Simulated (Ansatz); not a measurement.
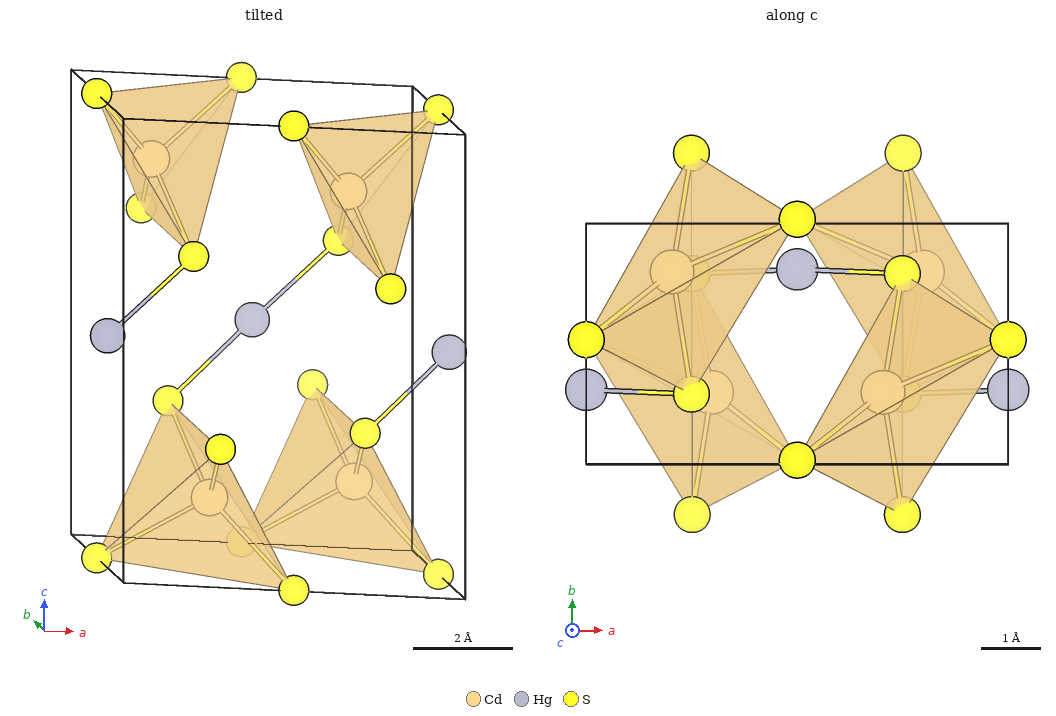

Drawn in the polyhedral manner and seen slightly off an axis and along the c axis. The lines enclose the conventional unit cell; boundary atoms appear with their images. Some neighbours outside the box are added.

Cd2HgS3, space group C2 (No. 5), a = 7.246 Å, b = 4.111 Å, c = 9.755 Å, α = 90.00°, β = 96.53°, γ = 90.00°. The initial geometry was a structure type filled with these elements by a generator (whether the compound takes this form wasn't checked). Earlier steps of the study, as a rule a relaxation of our own, may have changed the cell and positions, so they can lie some per cent off the listed ones. Ansatz was used for an electronic-structure calculation on it.

This one geometry was computed with Ansatz (DFT, plane waves, PAW) at three levels of theory: LDA, PBE and r2SCAN.

Question: Which level gives the highest pressure at this volume, and what does that say about its equilibrium volume?

Answer: Highest: PBE (0.0 GPa), which points to the largest equilibrium volume. Lowest, with the smallest volume: LDA (-5.4 GPa). Levels within 0.5 GPa of each other can't be told apart.

Question: How does the band gap change with the level of theory?

Answer: LDA: a gap of 0.87 eV, indirect; PBE: a gap of 1.04 eV, indirect; r2SCAN: a gap of 1.42 eV, indirect.

Question: Collect the results in a table.

Answer:
| level | cutoff (eV) | k-mesh of the run's cell | gap (eV) | pressure (GPa) |
| --- | --- | --- | --- | --- |
| LDA | 420 | 8×8×4 | 0.87 | -5.4 |
| PBE | 420 | 8×8×4 | 1.04 | 0.0 |
| r2SCAN | 500 | 8×8×4 | 1.42 | -1.7 |

Gaps are taken on the k-mesh or band path of each run.
